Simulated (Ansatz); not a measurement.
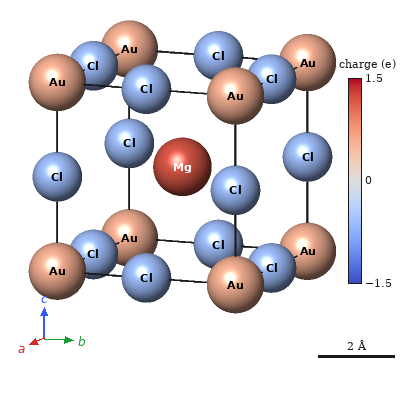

View slightly off an axis, drawn as a spheres-only model. The wireframe shows the simulation cell. The atoms of this MgAuCl$_{3}$ cell are coloured by their Bader charge.

Calculation details: DFT PBE, scalar-relativistic, plane waves, PAW in Ansatz 0.2.0; E_cut = 420 eV, k-mesh 8×8×8, Gaussian smearing of 0.1 eV, no spin polarisation.

Q: What charges do the elements carry?

A: Most positive: Mg; most negative: Cl. Charges: about Mg +1.2 e; Au +0.6 e; Cl -0.6 e.

It goes back to a structure type filled with these elements by a generator (whether the compound takes this form wasn't checked). Earlier steps of the study may have refined or changed the cell and positions. A calculation with Ansatz used it as input.
